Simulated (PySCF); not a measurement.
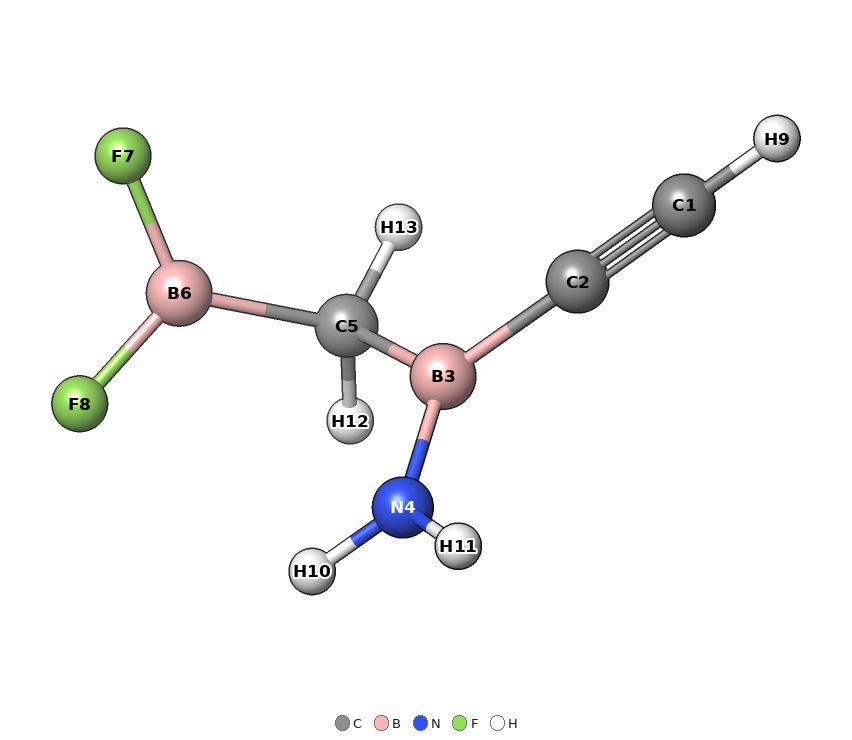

Computed geometry: GFN2-xTB optimisation. No frequency run is at hand to confirm it as a minimum. Level of theory: B3LYP/pcJ-1 indirect spin-spin coupling, non-relativistic, gas phase (PySCF 2.14.0). Isotopes: 11B, 13C, 19F, 1H, 15N.

Give the spin–spin coupling constants of these pairs, with the number of bonds between them: B3/C5, N4/H11, C5/B6, B6/F8, C2/N4, B3/H13, C5/F7, B3/H9.

```tsv
pair	bonds apart	J (Hz)
B3, C5	1	44.8
N4, H11	1	−87.0
C5, B6	1	77.0
B6, F8	1	−137.3
C2, N4	2	−3.2
B3, H13	2	−7.6
C5, F7	2	25.2
B3, H9	3	3.9
```

Density functionals are unreliable for couplings to fluorine, so those rows may be far off.

The geometry is semi-empirical. Around B such bond lengths and angles can be off by a tenth of an ångström or more and by several degrees, and values that hang on the shape move with them.
